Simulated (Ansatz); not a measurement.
**Abstraction of Cl: C4H9Cl + C2H5Si2 → C4H9 + C2H5ClSi2**

Species: C4H9Cl (2-chloro-2-methylpropane) `CC(C)(C)Cl`, singlet; C2H5Si2 `[SiH2]C#C[SiH3]`, doublet; C4H9 (tert-butyl radical) `C[C](C)C`, doublet; C2H5ClSi2 `[SiH3]C#C[SiH2]Cl`, singlet. A radical takes Cl: the energy is the difference in strength between the C–Cl bond broken and the Si–Cl bond made.

Shapes, held fixed at every level: PBE0-D4/def2-TZVP. Programs: Ansatz 0.2.0. Electronic energies: no zero-point or thermal term.

```tsv
level	kind	ΔE (kJ/mol)
HF/def2-SVP	Hartree–Fock	-124.5
PBE-D4/def2-TZVPP	GGA	-88.4
B3LYP-D4/def2-TZVPP	global hybrid	-101.3
PBE0-D4/def2-TZVPP	global hybrid	-96.4
r2SCAN0-D4/def2-TZVPP	global hybrid	-105.8
wB97M-V/def2-TZVPP	range-separated hybrid	-100.1
wB97X-V/def2-TZVPP	range-separated hybrid	-101.0
B2PLYP/def2-TZVPP	double hybrid	-102.7
```

B2PLYP/def2-TZVPP gives ΔE = -102.7 kJ/mol; the levels span -124.5 to -88.4. The median of the levels is -101.2. No measured value is set beside it here. Spin contamination: C2H5Si2 (⟨S²⟩ up to 0.88). Open shells run unrestricted.

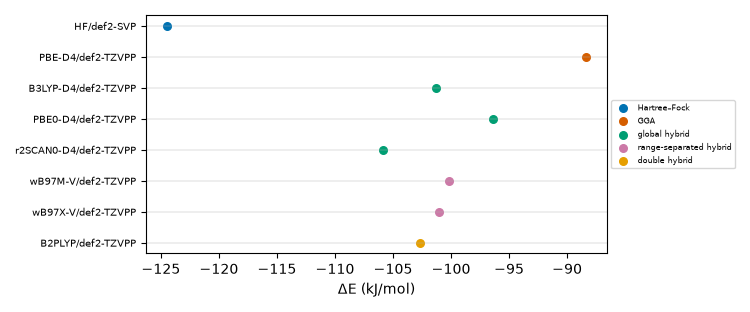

The values of the table, level by level.
